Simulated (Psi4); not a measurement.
**triplet Si2H6: levels of theory compared**

We compute a comparison of 3 runs (UHF/aug-cc-pVDZ, UMP2/aug-cc-pVDZ, UCCSD/aug-cc-pVDZ) of triplet Si2H6. 

The results are computed with Psi4 1.11.

**1. The molecule**

The species is Si2H6 (8 atoms), meant as a triplet with charge 0. SMILES of the parent species: `[SiH3][SiH3]`. The shape is that of a PBE0-D4/def2-TZVP optimisation. That shape belongs to the parent species and isn't relaxed for this state.

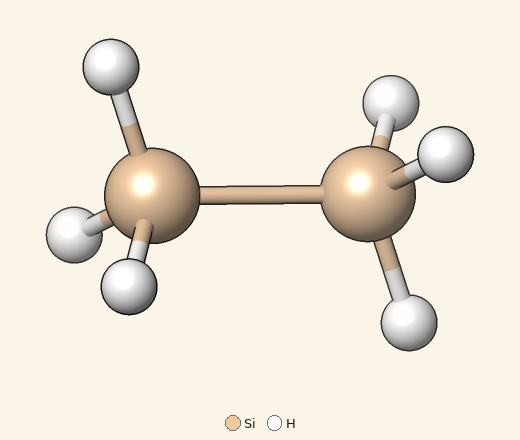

The structure, seen from a chosen angle (silicon light orange, hydrogen white).

**2. Energy and forces at UHF/aug-cc-pVDZ (run 1)**

Contents of calc.dat:

```
memory 1600 mb

molecule mol {
  0 3
  Si    -0.340500     0.490200    -1.004900
  Si     0.363500    -0.504400     0.991000
  H      0.833900     0.948200    -1.794900
  H     -1.112900    -0.483900    -1.821900
  H     -1.208000     1.664100    -0.717900
  H      1.139000     0.468600     1.806300
  H      1.228100    -1.680500     0.704000
  H     -0.811000    -0.959200     1.782600
  units angstrom
  symmetry c1
  no_reorient
  no_com
}

set {
  reference     uhf
  puream        true
  e_convergence 1e-09
  d_convergence 1e-08
  scf_type      pk
  maxiter       100
}

gradient('scf/aug-cc-pVDZ')
```

Launch:

```
$ psi4 -i calc.dat -o calc.out -n 1
```

calc.out:

```text
[...]
  Running in c1 symmetry.
[...]
  Nuclear repulsion =   90.773081159957187
[...]
  Multiplicity = 3
[...]
  Nalpha       = 18
  Nbeta        = 16
[...]
    Number of basis functions: 108
[...]
   @UHF iter   1:  -581.02603910738810   -3.28501e-01   1.57469e-03 ADIIS/DIIS
[...]
   @UHF iter  15:  -581.07762301700382    1.86446e-11   5.41863e-09 DIIS
[...]
   @S^2 Observed:                2.008435427E+00
[...]
    Orbital Energies [Eh]
    ---------------------
    Alpha Occupied:
       1A    -68.842006     2A    -68.842003     3A     -6.197032
       4A     -6.196909     5A     -4.309232     6A     -4.308475
       7A     -4.297314     8A     -4.297314     9A     -4.297283
      10A     -4.297283    11A     -0.865013    12A     -0.744831
      13A     -0.552151    14A     -0.552143    15A     -0.526850
      16A     -0.517747    17A     -0.517738    18A     -0.109235
    Alpha Virtual:
      19A      0.023259    20A      0.045422    21A      0.051006
      22A      0.051006    23A      0.059188    24A      0.059189
      25A      0.064940    26A      0.064943    27A      0.068242
[...]
  @UHF Final Energy:  -581.07762301700382
   => Energetics <=
    Nuclear Repulsion Energy =             90.7730811599571865
    One-Electron Energy =                -984.0860904225849026
    Two-Electron Energy =                 312.2353862456239995
    Total Energy =                       -581.0776230170037024
  UHF NO Occupations:
  HONO-2 :   16  A 1.9974831
  HONO-1 :   17  A 1.0000000
[...]
 Multipole Moments:
 ------------------------------------------------------------------------------------
     Multipole            Electronic (a.u.)      Nuclear  (a.u.)        Total (a.u.)
 ------------------------------------------------------------------------------------
 L = 1.  Multiply by 2.5417464519 to convert [e a0] to [Debye]
 Dipole X            :         -0.7391000            0.7390719           -0.0000281
 Dipole Y            :          0.4563957           -0.4563689            0.0000268
 Dipole Z            :          0.4467536           -0.4467313            0.0000224
 Magnitude           :                                                    0.0000448
[...]
  -Total Gradient:
     Atom            X                  Y                   Z
    ------   -----------------  -----------------  -----------------
       1        0.044102790481    -0.062333688298     0.125090736752
       2       -0.044124723128     0.062357057307    -0.125068125622
       3       -0.007627522956     0.004241065009    -0.008904738400
       4       -0.001605183999     0.008668869725    -0.008818509688
       5       -0.001318375471     0.002019364272    -0.012235916079
       6        0.001597979794    -0.008677991132     0.008812174714
       7        0.001332202898    -0.002030520425     0.012233110607
       8        0.007642832381    -0.004244156459     0.008891267716
[...]
```

Run time: 65 s. Hardware: 1 thread of Intel Xeon Platinum 8259CL at 2.50GHz (Skylake/Cascade Lake), shared host; peak memory 0.53 GiB.

**3. A single-point energy at UMP2/aug-cc-pVDZ (run 2)**

Contents of h6si2.xyz:

```xyz
8
H6Si2
Si    -0.340500     0.490200    -1.004900
Si     0.363500    -0.504400     0.991000
H      0.833900     0.948200    -1.794900
H     -1.112900    -0.483900    -1.821900
H     -1.208000     1.664100    -0.717900
H      1.139000     0.468600     1.806300
H      1.228100    -1.680500     0.704000
H     -0.811000    -0.959200     1.782600
```

Contents of run.py:

```python
import numpy as np
from ase.calculators.psi4 import Psi4
from ase.io import read

atoms = read('h6si2.xyz')
calc = Psi4(atoms=atoms, method='mp2', basis='aug-cc-pVDZ', memory='1600MB', num_threads=1, charge=0, multiplicity=3, label='h6si2', reference='uhf')
calc.psi4.set_options({'puream': True, 'e_convergence': 1e-09, 'd_convergence': 1e-08, 'scf_type': 'pk', 'num_frozen_docc': 10, 'mp2_type': 'conv', 'maxiter': 100})
atoms.calc = calc

print(f'energy: {atoms.get_potential_energy():.6f} eV')
```

Launch:

```
$ python run.py
```

h6si2.dat:

```text
[...]
  Running in c1 symmetry.
[...]
  Nuclear repulsion =   90.773081159957201
[...]
  Multiplicity = 3
[...]
  Nalpha       = 18
  Nbeta        = 16
[...]
    Number of basis functions: 108
[...]
   @UHF iter   1:  -581.02603910738821   -3.28501e-01   1.57469e-03 ADIIS/DIIS
[...]
   @UHF iter  15:  -581.07762301700404    1.94404e-11   5.41864e-09 DIIS
[...]
   @S^2 Observed:                2.008435427E+00
[...]
    Orbital Energies [Eh]
    ---------------------
    Alpha Occupied:
       1A    -68.842006     2A    -68.842003     3A     -6.197032
       4A     -6.196909     5A     -4.309232     6A     -4.308475
       7A     -4.297314     8A     -4.297314     9A     -4.297283
      10A     -4.297283    11A     -0.865013    12A     -0.744831
      13A     -0.552151    14A     -0.552143    15A     -0.526850
      16A     -0.517747    17A     -0.517738    18A     -0.109235
    Alpha Virtual:
      19A      0.023259    20A      0.045422    21A      0.051006
      22A      0.051006    23A      0.059188    24A      0.059189
      25A      0.064940    26A      0.064943    27A      0.068242
[...]
  @UHF Final Energy:  -581.07762301700404
   => Energetics <=
    Nuclear Repulsion Energy =             90.7730811599572007
    One-Electron Energy =                -984.0860904225764898
    Two-Electron Energy =                 312.2353862456151887
    Total Energy =                       -581.0776230170040435
  UHF NO Occupations:
  HONO-2 :   16  A 1.9974831
  HONO-1 :   17  A 1.0000000
[...]
 Multipole Moments:
 ------------------------------------------------------------------------------------
     Multipole            Electronic (a.u.)      Nuclear  (a.u.)        Total (a.u.)
 ------------------------------------------------------------------------------------
 L = 1.  Multiply by 2.5417464519 to convert [e a0] to [Debye]
 Dipole X            :         -0.0001127            0.0000845           -0.0000281
 Dipole Y            :          0.0001114           -0.0000845            0.0000268
 Dipole Z            :          0.0001069           -0.0000845            0.0000224
 Magnitude           :                                                    0.0000448
[...]
	SCS-MP2 Total Energy (a.u.)        :  -581.31500073891436
	SOS-MP2 Total Energy (a.u.)        :  -581.32158389704557
	SCSN-MP2 Total Energy (a.u.)       :  -581.14194959181054
[...]
	SOS-PI-MP2 Total Energy (a.u.)     :  -581.34035011858725
[...]
	MP2 Total Energy (a.u.)            :  -581.30183442265161
[...]
```

On the terminal:

```text
energy: -15818.028613 eV
```

Wall time 44 s (1 thread of Intel Xeon Platinum 8259CL at 2.50GHz (Skylake/Cascade Lake), shared host); peak memory 0.74 GiB.

**4. A single-point energy at UCCSD/aug-cc-pVDZ (run 3)**

Contents of calc.in:

```
memory 1600 MB

molecule mol {
  0 3
  Si    -0.340500     0.490200    -1.004900
  Si     0.363500    -0.504400     0.991000
  H      0.833900     0.948200    -1.794900
  H     -1.112900    -0.483900    -1.821900
  H     -1.208000     1.664100    -0.717900
  H      1.139000     0.468600     1.806300
  H      1.228100    -1.680500     0.704000
  H     -0.811000    -0.959200     1.782600
  units angstrom
  symmetry c1
}

set basis aug-cc-pVDZ
set reference uhf
set puream true
set e_convergence 1e-09
set d_convergence 1e-08
set scf_type pk
set num_frozen_docc 10
set maxiter 100

e, wfn = energy("ccsd", return_wfn=True)
```

Launch:

```
$ psi4 calc.in calc.out -n 1
```

calc.out:

```text
[...]
  Running in c1 symmetry.
[...]
  Nuclear repulsion =   90.773081159957201
[...]
  Multiplicity = 3
[...]
  Nalpha       = 18
  Nbeta        = 16
[...]
    Number of basis functions: 108
[...]
   @UHF iter   1:  -581.02603910738924   -3.28501e-01   1.57469e-03 DIIS/ADIIS
[...]
   @UHF iter  15:  -581.07762301700427    1.85310e-11   5.41863e-09 DIIS
[...]
   @S^2 Observed:                2.008435427E+00
[...]
    Orbital Energies [Eh]
    ---------------------
    Alpha Occupied:
       1A    -68.842006     2A    -68.842003     3A     -6.197032
       4A     -6.196909     5A     -4.309232     6A     -4.308475
       7A     -4.297314     8A     -4.297314     9A     -4.297283
      10A     -4.297283    11A     -0.865013    12A     -0.744831
      13A     -0.552151    14A     -0.552143    15A     -0.526850
      16A     -0.517747    17A     -0.517738    18A     -0.109235
    Alpha Virtual:
      19A      0.023259    20A      0.045422    21A      0.051006
      22A      0.051006    23A      0.059188    24A      0.059189
      25A      0.064940    26A      0.064943    27A      0.068242
[...]
  @UHF Final Energy:  -581.07762301700427
   => Energetics <=
    Nuclear Repulsion Energy =             90.7730811599572007
    One-Electron Energy =                -984.0860904225739887
    Two-Electron Energy =                 312.2353862456125739
    Total Energy =                       -581.0776230170042709
  UHF NO Occupations:
  HONO-2 :   16  A 1.9974831
  HONO-1 :   17  A 1.0000000
[...]
 Multipole Moments:
 ------------------------------------------------------------------------------------
     Multipole            Electronic (a.u.)      Nuclear  (a.u.)        Total (a.u.)
 ------------------------------------------------------------------------------------
 L = 1.  Multiply by 2.5417464519 to convert [e a0] to [Debye]
 Dipole X            :         -0.0001127            0.0000845           -0.0000281
 Dipole Y            :          0.0001114           -0.0000845            0.0000268
 Dipole Z            :          0.0001069           -0.0000845            0.0000224
 Magnitude           :                                                    0.0000448
[...]
      * MP2 total energy                      = -581.301834422652519
[...]
      * CCSD total energy                     = -581.355764092390132
[...]
```

It took 3.4 min on 1 thread of Intel Xeon Platinum 8259CL at 2.50GHz (Skylake/Cascade Lake), shared host; peak memory 1.3 GiB.

**5. The series**

| run | level | task | frozen core orbitals | energy (Eh) | HOMO energy (eV) | ⟨S²⟩ | wall time |
| --- | --- | --- | --- | --- | --- | --- | --- |
| 1 | UHF/aug-cc-pVDZ | gradient | 0 | -581.077623 | -2.97 | 2.008 | 65 s |
| 2 | UMP2/aug-cc-pVDZ | energy | 10 | -581.301834 | -2.97 | 2.008 | 44 s |
| 3 | UCCSD/aug-cc-pVDZ | energy | 10 | -581.355764 | -2.97 | 2.008 | 3.4 min |

**6. Results**

| quantity | value |
| --- | --- |
| run 3: total energy | -581.35576 Eh |
| run 3: HOMO energy (Hartree–Fock orbitals) (highest over α and β) | -2.97 eV |
| run 3: correlation energy (10 core orbitals frozen) | -278.1 mEh |
| run 3: ⟨S²⟩ of the reference determinant | 2.008 |
| run 3: T1 diagnostic | 0.034 |

**Reading.** Below the UHF energy at the same shape and in the same basis (aug-cc-pVDZ): UMP2 -224.2 mEh; UCCSD -278.1 mEh. All runs together took 5.2 min, the longest 3.4 min.
